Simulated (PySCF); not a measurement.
**C6H7FOSi: density, localisation and related maps**

The calculation's input:

```
{"job": {"kind": "uv", "xc": "wB97X-D", "basis": "def2-SVPD", "nstates": 8, "ntriplets": 3}, "charge": 0, "multiplicity": 1}
C      1.754001     0.753285    -1.839332
C      1.431438     0.738570    -0.685133
C      1.061636     0.709746     0.692038
C      0.457955    -0.519405     1.253064
C      0.588711    -1.796361     1.501164
C     -0.409043     0.655185     1.134888
O     -1.471020     0.695708     0.269874
Si    -1.760789     0.146948    -1.215888
F     -3.361944     0.161364    -1.211361
H      2.043440     0.780136    -2.846718
H      1.718745     1.292959     1.330505
H      1.524754    -2.310064     1.349434
H     -0.233020    -2.381348     1.882147
H     -0.645472     1.216979     2.035682
H     -1.356506     1.096041    -2.236002
H     -1.350483    -1.230799    -1.425774
```

Run with:

```sh
OMP_NUM_THREADS=1 python probes_run.py task.json out
```

Geometry: GFN2-xTB.

The calculation used PySCF, wB97X-D/def2-SVPD, SCF density, gas phase.

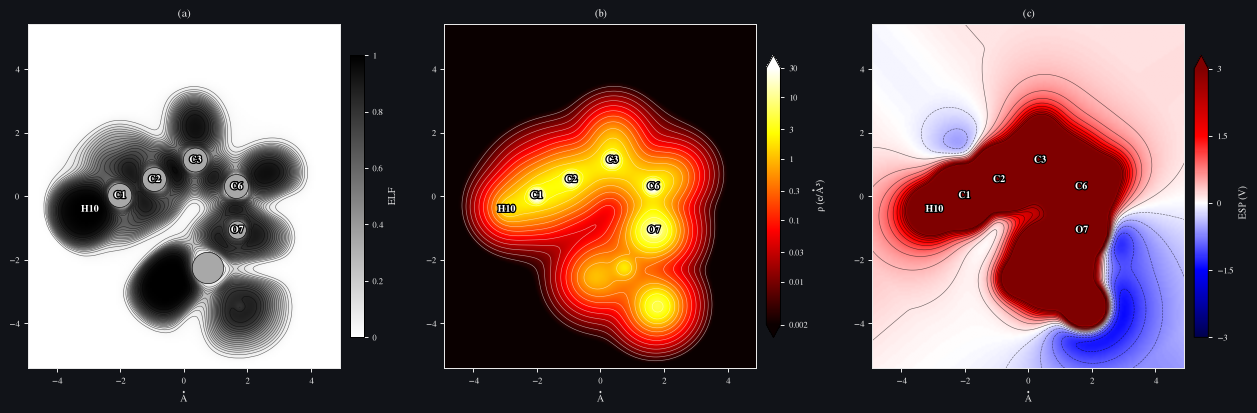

Figure 1. (a) electron localisation function; (b) electron density; (c) electrostatic potential on the plane of atoms C2, C3 and C6. Grey discs cover the atomic cores in the ELF map.

What do the fields say about this system?

Answer. The plane passes through C, O and H nuclei.
C–C (1.20 Å): ρ at the midpoint is about 2.7 e/Å³; the ELF peaks at about 0.80 between the atoms; a multiple bond.
C–O (1.37 Å): the density is about 2.2 e/Å³ at the midpoint, with its minimum of 1.8 e/Å³ about 0.5 Å from C; the ELF peaks at about 0.90 between the atoms: a polar covalent bond.
C–H (1.05 Å): the density is about 2.1 e/Å³ at the midpoint; the ELF climbs to about 1 towards the hydrogen, as it does in any bond to H (an ordinary covalent bond to hydrogen).
The ELF also peaks beside F9 and O7, away from the bonds: lone-pair regions.
Outside the dense part of the molecule the potential is most negative (−1.4 V) near F9, which lies off the plane.

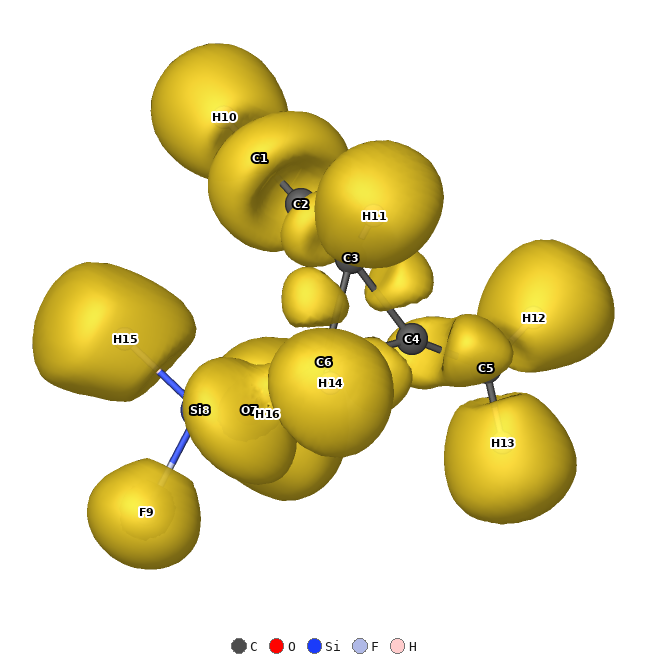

Figure 2. Isosurface of the electron localisation function at 0.75 (yellow), seen at a tilt. Core shells and regions of very low density are left out.

What do the ELF domains correspond to?

Answer. The surface consists of six regions between bonded C–C atoms (shared pairs), seven regions around hydrogen nuclei, one region on O in which the atom's valence shell and bonds are merged and one region wrapped around F (its lone pairs, merged into a ring or cap).

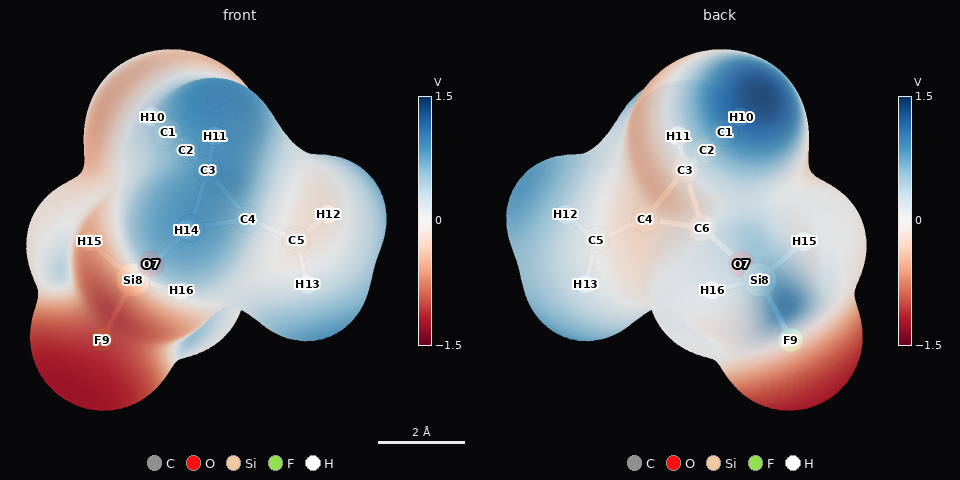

Figure 3. The electrostatic potential painted on the density surface at 0.001 e/bohr³, seen from the front and from behind; the colour scale runs from red (negative) to blue (positive).

Describe the electrostatic potential map.

Answer. The most negative region (about −1.2 V, or −28 kcal/mol for a unit charge) lies over F9, the most positive (about +1.3 V, or +30 kcal/mol for a unit charge) over H10.

What dipole moment does the calculation give?

Answer. Its dipole moment is 2.91 D.
